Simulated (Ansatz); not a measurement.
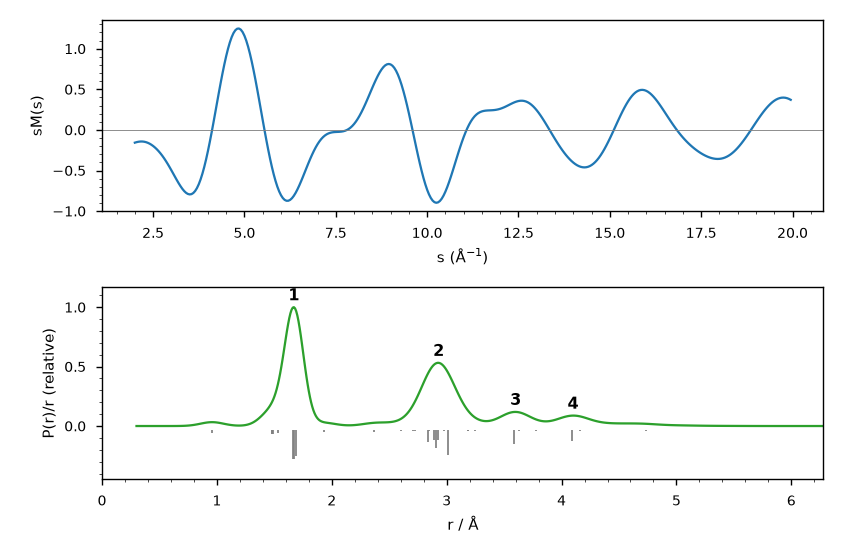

Simulated gas electron diffraction: reduced molecular intensity sM(s) from the Debye equation in the first Born approximation (top) and the radial distribution curve (bottom) of AlF₂H₅OSi. Each pair of atoms contributes with weight ZᵢZⱼ/r (bars below the curve); damping constant 0.002 Å²; vibrational amplitudes assumed, not computed: 0.05 Å for bonds, 0.078 Å for bonds to H, 0.06 + 0.015 r up to 0.15 Å for other pairs. The geometry is the end point of an optimisation (RKS PBE0-D4/def2-SVP in Ansatz); it may be a saddle point or a higher isomer.

**Read the positions of the numbered peaks and name the main pairs (– for bonds).**

Peak 1, 1.67 Å: Si–H 1.48–1.53 Å (×4), Al–F 1.66–1.67 Å (×2), Al–O 1.69 Å, not resolved
Peak 2, 2.93 Å: F···F 2.83 Å, F···O 2.89–2.93 Å (×2), Si···F 2.90 Å, Si···Al 3.02 Å, not resolved
Peak 3, 3.60 Å: Si···F 3.59 Å, Al···H 3.63 Å
Peak 4, 4.10 Å: Si···O 4.09 Å, Al···H 4.16 Å, not resolved; in its flanks O···H 4.44–5.03 Å, F···H 4.46–4.64 Å, Si···H 4.74 Å
